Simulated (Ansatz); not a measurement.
# KLaCl2F2: complex band structure

A new crystal, KLaCl2F2: structure, gap and complex bands. It is built by putting Cl for part of the F in the KLaF4 structure of space group P4/mmm, with the volume rescaled by atomic radii. The parent structure comes from the Materials Project.

Method: PBE DFT, plane waves, PAW files, in the first sound run; inputs show where later runs differ, in Ansatz 0.2.0.

The structure was built from a prototype and need not be the compound's stable phase.

### 1. The starting structure

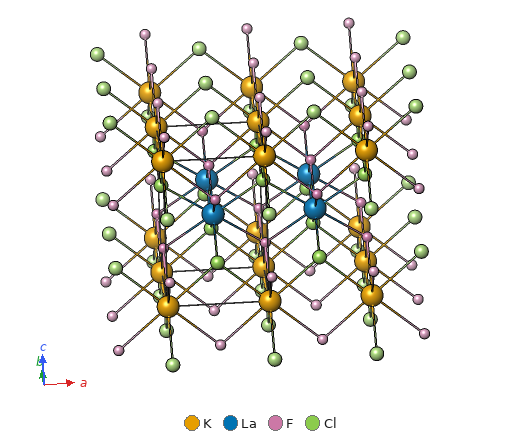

The starting structure, seen slightly off an axis (potassium orange, lanthanum blue, fluorine pink, chlorine green). 2×2×1 cells are drawn. Some periodic images of atoms are drawn too.

### 2. Cell and atoms at rest

The substituted atoms don't fit the parent's cell, so cell and atoms relax together. A small smearing keeps the run stable in case the gap closes on the way.

The input, input.yaml:

```yaml
crystal:
  lattice:
    - [4.3196513589, 0.0, 0.0]
    - [0.0, 4.3196513589, 0.0]
    - [0.0, 0.0, 6.5254550891]
  atoms:
    - { symbol: K, position: [0.0, 0.0, 0.0] }
    - { symbol: La, position: [0.5, 0.5, 0.5] }
    - { symbol: F, position: [0.5, 0.0, 0.71639365] }
    - { symbol: F, position: [0.0, 0.5, 0.28360635] }
    - { symbol: Cl, position: [0.5, 0.0, 0.28360635] }
    - { symbol: Cl, position: [0.0, 0.5, 0.71639365] }
kpoints:
  mp_grid: { grid: [6, 6, 4] }
scf:
  occupations: { method: gaussian, width: 0.03 }
hamiltonian:
  xc: pbe
output:
  forces: true
  stress: true
relax:
  f_tol: 0.02
  max_steps: 60
  cell: {}
```

On the command line:

```console
$ ansatz run input.yaml --threads 2 --pin off --max-ram 4096MiB --backend cpu --events-out ev --progress --plain --runs-dir out
```

Numbers of over 12 decimals in the logs are rounded to 6 here.

Log:

```text
Engine: ansatz 0.2.0, x86_64-unknown-linux-gnu
Pseudopotentials: kind: paw
Pseudopotential: K, paw, valence charge 9, recommended cutoff 420 eV (normal), K.paw.azcp
Pseudopotential: La, paw, valence charge 11, recommended cutoff 420 eV (normal), La.paw.azcp
Pseudopotential: F, paw, valence charge 7, recommended cutoff 420 eV (normal), F.paw.azcp
Pseudopotential: Cl, paw, valence charge 7, recommended cutoff 420 eV (normal), Cl.paw.azcp
Functional definition: PBE
  parameter kappa = 0.804
  parameter beta = 0.066725
  exchange = pbe_x(kappa = kappa, mu = beta*pi^2/3)
  correlation = pbe_c(beta = beta)
Crystal: 6 atoms, lattice volume = 121.761 Å³
Basis set: ecut = 420 eV, 2373 PW (Γ), exchange–correlation on 60×60×90 points (8 copies of the dense FFT grid, shifted against one another)
Bands: 30, of which v1, the nominal top of the filled ones, is band 24 counted from 1 (23 counted from 0)
Symmetry: 8 space group operations
Space group: P-4m2 (ITA 115), of the structure as read, at distance tolerance 5.0e-5 Å
k-points: 30 of 144 (time reversal used)
Non-local potential: K, projectors of the file, l = 0: 3, l = 1: 2, l = 2: 2
Non-local potential: La, projectors of the file, l = 0: 3, l = 1: 2, l = 2: 2, l = 3: 3
Non-local potential: F, projectors of the file, l = 0: 2, l = 1: 2, l = 2: 1
Non-local potential: Cl, projectors of the file, l = 0: 2, l = 1: 2, l = 2: 2
PAW form: soft (Blöchl's): semilocal exchange-correlation on the pseudo side does not see the compensation charge
PAW one-centre angular grid: K, 110 points (default); XC on 64 Gauss nodes
PAW one-centre angular grid: La, 590 points (default); XC on 64 Gauss nodes
PAW one-centre angular grid: F, 110 points (default); XC on 64 Gauss nodes
PAW one-centre angular grid: Cl, 110 points (default); XC on 64 Gauss nodes
Initial density: superposition of atomic densities (neutral atoms: chi_scale 0, normalization atom), corrected by the library's trained network
Initial wavefunctions: pseudopotential atomic-orbital guess
Functional: x = pbe(κ = 0.804, μ = 0.219515), c = pbe(β = 0.066725)
SCF iter   1: F=—  HF=-11574.049483 eV  |F-HF|=—  |Δ(HF+E_count)|=         —  Δρ=2.02e-3  dr2=4.59e-3  ethr=1.77e-3  ⟨swp⟩=6.4  Hψ=3939  notcnv=0
preconditioner: auto → Resta (q_TF=auto, 2.336 Å⁻¹)  ε∞=4.1  [insulator: Δε(μ)=5.341 eV  Ē_g=12.606 eV  σ=0.030 eV  W_gap=1.00  n_scr=28 (ndim 8)  ℏωp=22.3 eV  f_vac=0.110  D(μ)=0.00/eV (n_scr^D=0)  ε∞_Penn≈4.1]
SCF iter   2: F=—  HF=-11574.048848 eV  |F-HF|=—  |Δ(HF+E_count)|=   6.35e-4  Δρ=1.18e-3  dr2=9.35e-4  ethr=9.56e-6  ⟨swp⟩=2.1  Hψ=2013  notcnv=0  defer=27
SCF iter   3: F=—  HF=-11574.049294 eV  |F-HF|=—  |Δ(HF+E_count)|=   4.46e-4  Δρ=5.12e-4  dr2=3.26e-4  ethr=1.95e-6  ⟨swp⟩=2.0  Hψ=1528  notcnv=0  defer=27
SCF iter   4: F=—  HF=-11574.049725 eV  |F-HF|=—  |Δ(HF+E_count)|=   4.31e-4  Δρ=1.11e-4  dr2=2.17e-5  ethr=6.78e-7  ⟨swp⟩=2.0  Hψ=1381  notcnv=0  defer=27
SCF iter   5: F=—  HF=-11574.049838 eV  |F-HF|=—  |Δ(HF+E_count)|=   1.13e-4  Δρ=3.02e-5  dr2=1.71e-6  ethr=4.52e-8  ⟨swp⟩=2.0  Hψ=1534  notcnv=0  defer=27
SCF iter   6: F=—  HF=-11574.049841 eV  |F-HF|=—  |Δ(HF+E_count)|=   2.29e-6  Δρ=7.60e-6  dr2=1.21e-7  ethr=3.56e-9  ⟨swp⟩=2.0  Hψ=1363  notcnv=0  defer=27
SCF iter   7: F=-11574.049841 eV  HF=-11574.049841 eV  |F-HF|=2.99e-9  |Δ(HF+E_count)|=   7.78e-8  Δρ=2.69e-6  dr2=9.11e-9  ethr=2.08e-10  ⟨swp⟩=4.0  Hψ=3172  notcnv=0
SCF 1 converged in 7 iterations: F = -11574.049841 eV  dr2 = 9.11e-9
  greatest PAW one-centre occupation: 0.988 electrons in one spin orbital (limit 2), on the K atom at site 0 (counted from 0), in its partial waves of l = 0
relax step   1: F+E_penalty+E_count = -11574.04984059 eV  Δ(F+E_penalty+E_count) = +0.000e0 eV  max|allowed force component| = 2.038e0 eV/Å  Δτ_max = 0.0000 Å  P = +12.529 GPa  Ω = 121.761 Å³  (7 SCF iters, dr2 threshold 1.00e-7 eV, accepted)
Crystal: 6 atoms, lattice volume = 138.466 Å³
Basis set: ecut = 420 eV, 2695 PW (Γ), exchange–correlation on 60×60×90 points (8 copies of the dense FFT grid, shifted against one another)
Initial density: handed on by an earlier stage of this run
Initial wavefunctions: those handed on with the density
iter 1 solved again at ethr=1.23e-3 eV; its pass at ethr=3.10e-3 eV (dr2=5.91e-1 eV) is discarded
SCF iter   1: F=—  HF=-11575.188447 eV  |F-HF|=—  |Δ(HF+E_count)|=         —  Δρ=1.34e-2  dr2=5.90e-1  ethr=1.23e-3  ⟨swp⟩=1.0  Hψ=6559  notcnv=0
preconditioner: auto → Resta (q_TF=auto, 2.287 Å⁻¹)  ε∞=3.9  [insulator: Δε(μ)=5.447 eV  Ē_g=12.296 eV  σ=0.030 eV  W_gap=1.00  n_scr=28 (ndim 8)  ℏωp=20.9 eV  f_vac=0.141  D(μ)=0.00/eV (n_scr^D=0)  ε∞_Penn≈3.9]
SCF iter   2: F=—  HF=-11575.033947 eV  |F-HF|=—  |Δ(HF+E_count)|=   1.54e-1  Δρ=7.74e-3  dr2=9.82e-2  ethr=1.23e-3  ⟨swp⟩=4.1  Hψ=1755  notcnv=0
SCF iter   3: F=—  HF=-11575.007171 eV  |F-HF|=—  |Δ(HF+E_count)|=   2.68e-2  Δρ=3.53e-3  dr2=2.33e-2  ethr=2.05e-4  ⟨swp⟩=3.6  Hψ=1907  notcnv=0
SCF iter   4: F=—  HF=-11575.001961 eV  |F-HF|=—  |Δ(HF+E_count)|=   5.21e-3  Δρ=1.25e-3  dr2=2.54e-3  ethr=4.85e-5  ⟨swp⟩=3.1  Hψ=1527  notcnv=0
SCF iter   5: F=—  HF=-11575.002148 eV  |F-HF|=—  |Δ(HF+E_count)|=   1.87e-4  Δρ=2.97e-4  dr2=2.05e-4  ethr=5.30e-6  ⟨swp⟩=2.3  Hψ=1772  notcnv=0
SCF iter   6: F=—  HF=-11575.002990 eV  |F-HF|=—  |Δ(HF+E_count)|=   8.42e-4  Δρ=8.29e-5  dr2=1.95e-5  ethr=4.27e-7  ⟨swp⟩=2.0  Hψ=1530  notcnv=0
SCF iter   7: F=—  HF=-11575.003023 eV  |F-HF|=—  |Δ(HF+E_count)|=   3.24e-5  Δρ=2.20e-5  dr2=8.88e-7  ethr=4.06e-8  ⟨swp⟩=2.0  Hψ=1292  notcnv=0
SCF iter   8: F=-11575.003026 eV  HF=-11575.003026 eV  |F-HF|=1.42e-7  |Δ(HF+E_count)|=   3.16e-6  Δρ=5.88e-6  dr2=5.12e-8  ethr=1.25e-9  ⟨swp⟩=4.1  Hψ=3206  notcnv=0
SCF 2 converged in 8 iterations: F = -11575.003026 eV  dr2 = 5.12e-8
relax step   2: F+E_penalty+E_count = -11575.00302595 eV  Δ(F+E_penalty+E_count) = -9.532e-1 eV  max|allowed force component| = 8.224e-1 eV/Å  Δτ_max = 0.1939 Å  P = +0.386 GPa  Ω = 138.466 Å³  energy of the carried Pulay correction = -1.893e-2 eV  (8 SCF iters, dr2 threshold 6.00e-7 eV, accepted)
Crystal: 6 atoms, lattice volume = 143.873 Å³
Basis set: ecut = 420 eV, 2815 PW (Γ), exchange–correlation on 60×60×90 points (8 copies of the dense FFT grid, shifted against one another)
iter 1 solved again at ethr=8.65e-4 eV; its pass at ethr=3.10e-3 eV (dr2=4.15e-1 eV) is discarded
SCF iter   1: F=—  HF=-11575.401671 eV  |F-HF|=—  |Δ(HF+E_count)|=         —  Δρ=2.19e-2  dr2=4.18e-1  ethr=8.65e-4  ⟨swp⟩=1.0  Hψ=5486  notcnv=0
[...]
relax step   8: F+E_penalty+E_count = -11575.81386413 eV  Δ(F+E_penalty+E_count) = -1.942e-1 eV  max|allowed force component| = 1.183e-2 eV/Å  Δτ_max = 0.0000 Å  P = +1.688 GPa  Ω = 148.198 Å³  stress off target by 3.34e0 GPa  SCF on the basis re-selected at this cell (its energy is not comparable with the rows above)  (8 SCF iters)
relax step   9: F+E_penalty+E_count = -11575.86700581 eV  Δ(F+E_penalty+E_count) = -5.314e-2 eV  max|allowed force component| = 6.091e-2 eV/Å  Δτ_max = 0.0278 Å  P = +0.794 GPa  Ω = 152.016 Å³  energy of the carried Pulay correction = -4.378e-3 eV  (6 SCF iters, dr2 threshold 6.00e-7 eV, accepted)
relax step  10: F+E_penalty+E_count = -11575.91578675 eV  Δ(F+E_penalty+E_count) = -4.878e-2 eV  max|allowed force component| = 9.578e-2 eV/Å  Δτ_max = 0.0590 Å  P = +0.819 GPa  Ω = 154.860 Å³  energy of the carried Pulay correction = -8.456e-3 eV  (7 SCF iters, dr2 threshold 6.00e-7 eV, accepted)
relax step  11: F+E_penalty+E_count = -11575.92758142 eV  Δ(F+E_penalty+E_count) = -1.179e-2 eV  max|allowed force component| = 3.144e-3 eV/Å  Δτ_max = 0.0529 Å  P = -0.267 GPa  Ω = 161.056 Å³  energy of the carried Pulay correction = -1.963e-2 eV  (7 SCF iters, dr2 threshold 6.00e-7 eV, accepted)
relax step  12: F+E_penalty+E_count = -11575.93262880 eV  Δ(F+E_penalty+E_count) = -5.047e-3 eV  max|allowed force component| = 7.453e-3 eV/Å  Δτ_max = 0.0141 Å  P = +0.000 GPa  Ω = 159.382 Å³  energy of the carried Pulay correction = -1.627e-2 eV  (6 SCF iters, dr2 threshold 3.36e-7 eV, accepted)
relax step  13: F+E_penalty+E_count = -11575.96622847 eV  Δ(F+E_penalty+E_count) = -3.360e-2 eV  max|allowed force component| = 7.128e-3 eV/Å  Δτ_max = 0.0000 Å  P = +0.184 GPa  Ω = 159.382 Å³  stress off target by 5.65e-1 GPa  SCF on the basis re-selected at this cell (its energy is not comparable with the rows above)  (7 SCF iters)
relax step  14: F+E_penalty+E_count = -11575.96945466 eV  Δ(F+E_penalty+E_count) = -3.226e-3 eV  max|allowed force component| = 1.251e-2 eV/Å  Δτ_max = 0.0191 Å  P = +0.136 GPa  Ω = 160.756 Å³  energy of the carried Pulay correction = -1.401e-3 eV  (6 SCF iters, dr2 threshold 6.00e-7 eV, accepted)
relax step  15: F+E_penalty+E_count = -11575.96896187 eV  Δ(F+E_penalty+E_count) = +4.928e-4 eV  max|allowed force component| = 1.171e-2 eV/Å  Δτ_max = 0.0055 Å  P = -0.036 GPa  Ω = 161.477 Å³  energy of the carried Pulay correction = -2.148e-3 eV  (6 SCF iters, dr2 threshold 6.38e-8 eV, accepted)
relax step  16: F+E_penalty+E_count = -11575.96910052 eV  Δ(F+E_penalty+E_count) = -1.386e-4 eV  max|allowed force component| = 4.786e-4 eV/Å  Δτ_max = 0.0027 Å  P = +0.001 GPa  Ω = 161.419 Å³  energy of the carried Pulay correction = -2.085e-3 eV  (6 SCF iters, dr2 threshold 7.26e-9 eV, accepted)
relax step  17: F+E_penalty+E_count = -11575.97167791 eV  Δ(F+E_penalty+E_count) = -2.577e-3 eV  max|allowed force component| = 4.093e-4 eV/Å  Δτ_max = 0.0000 Å  P = +0.013 GPa  Ω = 161.419 Å³  stress off target by 5.23e-2 GPa  SCF on the basis re-selected at this cell (its energy is not comparable with the rows above)  (6 SCF iters)
relax step  18: F+E_penalty+E_count = -11575.97156471 eV  Δ(F+E_penalty+E_count) = +1.132e-4 eV  max|allowed force component| = 2.727e-4 eV/Å  Δτ_max = 0.0015 Å  P = +0.001 GPa  Ω = 161.581 Å³  energy of the carried Pulay correction = -1.551e-4 eV  (6 SCF iters, dr2 threshold 6.83e-9 eV, accepted)
iter 1 solved again at ethr=6.99e-7 eV; its pass at ethr=3.10e-3 eV (dr2=3.36e-4 eV) is discarded
SCF iter   1: F=—  HF=-11575.971543 eV  |F-HF|=—  |Δ(HF+E_count)|=         —  Δρ=1.16e-5  dr2=1.53e-8  ethr=6.99e-7  ⟨swp⟩=3.0  Hψ=6077  notcnv=0
eigensolver tolerance schedule: the retry pair's looser diagonalisation over-reported the residual by 22008.62 of it (diagonalisation noise at an unbounded share of the residual, at the tolerance the schedule requests for it); recorded, not acted on — ethr = c·dr2/N_el stays at c = 1.0e-1
preconditioner: auto → Resta (q_TF=auto, 2.229 Å⁻¹)  ε∞=3.6  [insulator: Δε(μ)=4.946 eV  Ē_g=12.060 eV  σ=0.030 eV  W_gap=1.00  n_scr=36 (ndim 8)  ℏωp=19.4 eV  f_vac=0.193  D(μ)=0.00/eV (n_scr^D=0)  ε∞_Penn≈3.6]
SCF iter   2: F=—  HF=-11575.971699 eV  |F-HF|=—  |Δ(HF+E_count)|=   1.56e-4  Δρ=5.96e-6  dr2=4.65e-9  ethr=3.18e-11  ⟨swp⟩=3.2  Hψ=2347  notcnv=0
SCF iter   3: F=—  HF=-11575.971702 eV  |F-HF|=—  |Δ(HF+E_count)|=   2.72e-6  Δρ=1.76e-6  dr2=2.35e-9  ethr=9.68e-12  ⟨swp⟩=2.0  Hψ=1557  notcnv=0
SCF iter   4: F=—  HF=-11575.971702 eV  |F-HF|=—  |Δ(HF+E_count)|=   1.03e-7  Δρ=4.81e-7  dr2=1.66e-10  ethr=4.89e-12  ⟨swp⟩=2.0  Hψ=1508  notcnv=0
SCF iter   5: F=-11575.971702 eV  HF=-11575.971702 eV  |F-HF|=2.38e-10  |Δ(HF+E_count)|=   1.11e-8  Δρ=1.60e-7  dr2=3.93e-11  ethr=1.00e-12  ⟨swp⟩=4.4  Hψ=3190  notcnv=0
SCF 19 converged in 5 iterations: F = -11575.971702 eV  dr2 = 3.93e-11
relax step  19: F+E_penalty+E_count = -11575.97170224 eV  Δ(F+E_penalty+E_count) = -1.375e-4 eV  max|allowed force component| = 2.744e-4 eV/Å  Δτ_max = 0.0000 Å  P = +0.001 GPa  Ω = 161.581 Å³  stress off target by 3.52e-3 GPa  SCF on the basis re-selected at this cell (its energy is not comparable with the rows above)  (5 SCF iters)
basis re-selected at this cell: Δ(F+E_penalty+E_count) = -1.375e-4 eV, ΔP = +0.001 GPa vs the last step (what re-selecting the basis moved, of the pressure what is left beyond the Pulay correction that the steps carried, after the strain that the cell walked since its last selection, with what the two solves' SCF thresholds leave and, on support functions, any second-order correction that the steps lacked; it is no m [...]
SCF converged after 5 iterations
Free energy (F): -11575.971702 eV
Harris-Foulkes:  -11575.971702 eV  (|F-HF|=2.38e-10)
Internal energy: -11575.971702 eV  (E = F + TS)
E sigma→0 (E₀):  -11575.971702 eV
Fermi energy:    3.973696 eV
--- Per-component energies (eV) ---
  E_band       = -349.616880
  E_kinetic    = 1180.385674
  E_local      = -3475.819839  (includes V_loc(G=0)·N_el)
  E_nonlocal   = 312.147303
  E_hartree    = 1307.460176
  E_xc         = -649.472763
  E_vxc        = -762.248811  (∫ρ·V_xc dr)
  E_paw        = -7918.260413  (= ΣΔE_a)
  E_vpaw       = -219.006095  (= ΣTr[D̂ρ^β])
  E_aug_tail   = 0.004305  (compensation charges beyond the density's cutoff)
  E_ewald      = -2332.416145
  E_smearing   = -0.000000  (= −TS)
  E_closure    = -0.000000  (closes the sum)
  Σ components = -11575.971702   (vs F -11575.971702, Δ=0.00e0)
--- Forces (eV/Å), atoms counted from 1 ---
  atom   1  K     -0.00000000    -0.00000000    -0.00000000
  atom   2  La     0.00000000     0.00000000     0.00000000
  atom   3  F     -0.00000000    -0.00000000    -0.00005604
  atom   4  F     -0.00000000    -0.00000000     0.00005604
  atom   5  Cl    -0.00000000    -0.00000000     0.00027437
  atom   6  Cl    -0.00000000    -0.00000000    -0.00027437
  max |Σ_I F_I| component: 6.94e-18 eV/Å
--- Stress (GPa, compression-positive) ---
       -0.000024       0.000000      -0.000000
        0.000000      -0.000024       0.000000
       -0.000000       0.000000       0.003519
  P = ⅓ Tr σ = 0.0012 GPa (0.012 kbar)
--- Relaxed structure (15 steps of the walk, 14 accepted, 4 SCFs on fresh bases) ---
  F+E_penalty+E_count = -11575.97170224 eV   max|allowed force component| = 2.744e-4 eV/Å   (the final SCF, on the basis selected at the relaxed cell)
  cell:  # Å, volume = 161.5806 Å³
    - [4.376755, 0, 0]
    - [0, 4.376755, 0.0]
    - [0, 0.0, 8.434994]
  atoms:
    - { symbol: K, position: [0, 0, 1.4676553680196288e-18] }
    - { symbol: La, position: [0.500000, 0.500000, 0.500000] }
    - { symbol: F, position: [0.500000, 0, 0.602062] }
    - { symbol: F, position: [0, 0.500000, 0.397938] }
    - { symbol: Cl, position: [0.500000, 0, 0.240587] }
    - { symbol: Cl, position: [0, 0.500000, 0.759413] }
```

Elapsed: 40 s, on 2 threads of AMD EPYC 9R45, shared host; peak memory 0.52 GiB; 78 s of CPU time.

Step by step:

| step | energy less that of the first step (eV) | largest force component (eV/Å) | pressure (GPa) | volume (Å³) |
| --- | --- | --- | --- | --- |
| 1 | 0.0000 | 2.0378 | 12.53 | 121.76 |
| 2 | -0.9532 | 0.8224 | 0.39 | 138.47 |
| 3 | -1.2012 | 0.3685 | -0.32 | 143.87 |
| 4 | -1.4373 | 0.3097 | -0.11 | 146.16 |
| 5 | -1.5637 | 0.0643 | 0.52 | 147.01 |
| 6 | -1.5405 | 0.1107 | -1.26 | 151.35 |
| 7 | -1.5698 | 0.0102 | -0.01 | 148.20 |
| 8* | -1.7640 | 0.0118 | 1.69 | 148.20 |
| 9 | -1.8172 | 0.0609 | 0.79 | 152.02 |
| 10 | -1.8659 | 0.0958 | 0.82 | 154.86 |
| 11 | -1.8777 | 0.0031 | -0.27 | 161.06 |
| 12 | -1.8828 | 0.0075 | 0.00 | 159.38 |
| 13* | -1.9164 | 0.0071 | 0.18 | 159.38 |
| 14 | -1.9196 | 0.0125 | 0.14 | 160.76 |
| 15 | -1.9191 | 0.0117 | -0.04 | 161.48 |
| 16 | -1.9193 | 0.0005 | 0.00 | 161.42 |
| 17* | -1.9218 | 0.0004 | 0.01 | 161.42 |
| 18 | -1.9217 | 0.0003 | 0.00 | 161.58 |
| 19* | -1.9219 | 0.0003 | 0.00 | 161.58 |

Relaxation steps marked * repeat the geometry before them on a plane-wave basis chosen anew for their cell, so energy and pressure can jump there. Relaxation step 6 was tried and not accepted.

The run keeps the 8 symmetry operations that it works with, so distortions that break them were not tested.

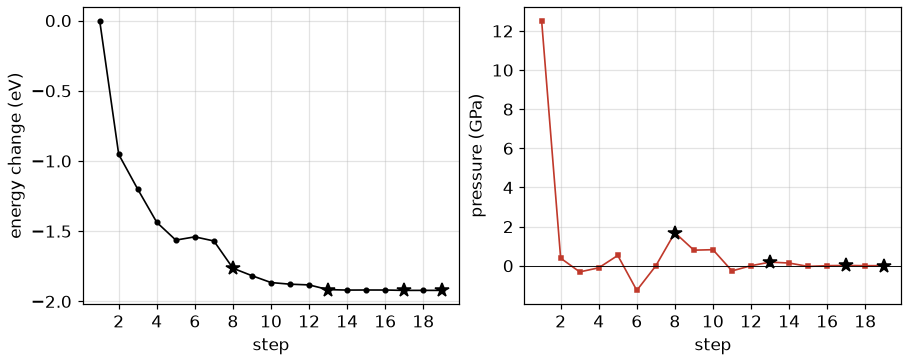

Energy and pressure along the relaxation. Stars mark steps on a basis chosen anew.

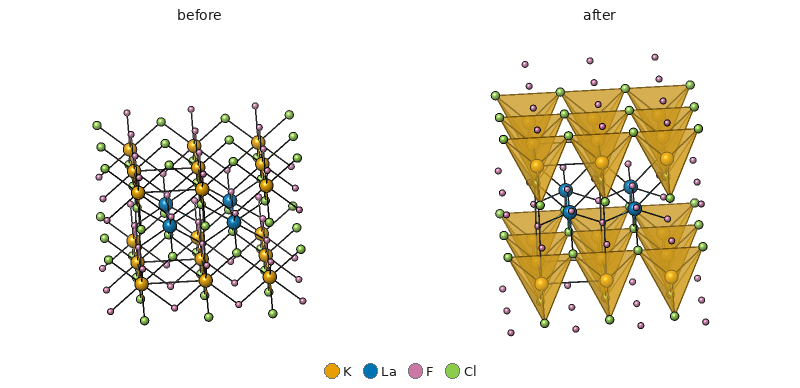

Before and after, at one scale. Bonds to atoms that aren't drawn are left out.

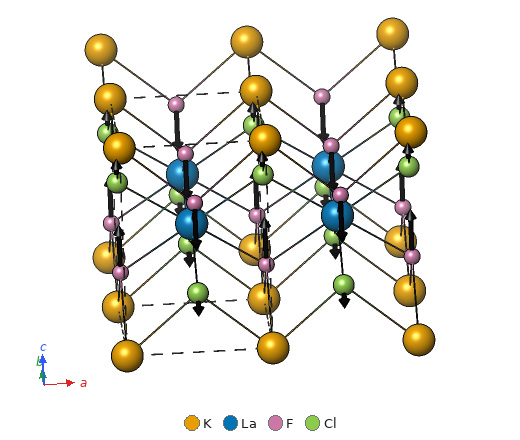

Displacements in the relaxation, exaggerated, measured against the changing cell; the longest in the cell stands for 0.96 Å. 2×2×1 cells are drawn. Some periodic images of atoms are drawn too.

| cell as run | before | after | change |
| --- | --- | --- | --- |
| a (Å) | 4.320 | 4.377 | +1.3 % |
| b (Å) | 4.320 | 4.377 | +1.3 % |
| c (Å) | 6.525 | 8.435 | +29.3 % |
| volume (Å³/atom) | 20.29 | 26.93 | +32.7 % |

The atoms that moved most (Å, as changes of fractional coordinates times the final cell):

```csv
atom,dx,dy,dz,length
F3,0.000,0.000,-0.964,0.964
F4,0.000,0.000,0.964,0.964
Cl5,0.000,0.000,-0.363,0.363
Cl6,0.000,0.000,0.363,0.363
```

This step gave:

```
free energy  : -11575.9717 eV
Fermi energy : 3.974 eV
pressure     : 0.001157 GPa
```

The largest force component on a free atom ends at 2.7e-4 eV/Å.

[end of part 1 of 3]

[Logs are printed without paths, hosts, clocks, repeated set-up lines and the standing remarks that a program may print on its own settings, such as how far it seeks lower states.]

[Hosts, paths, dates, database ids (printed as entryN), source tags and the programs' standing remarks are cut or masked in the printed files.]

[New means built here by substitution; the compound itself may be known and measured.]
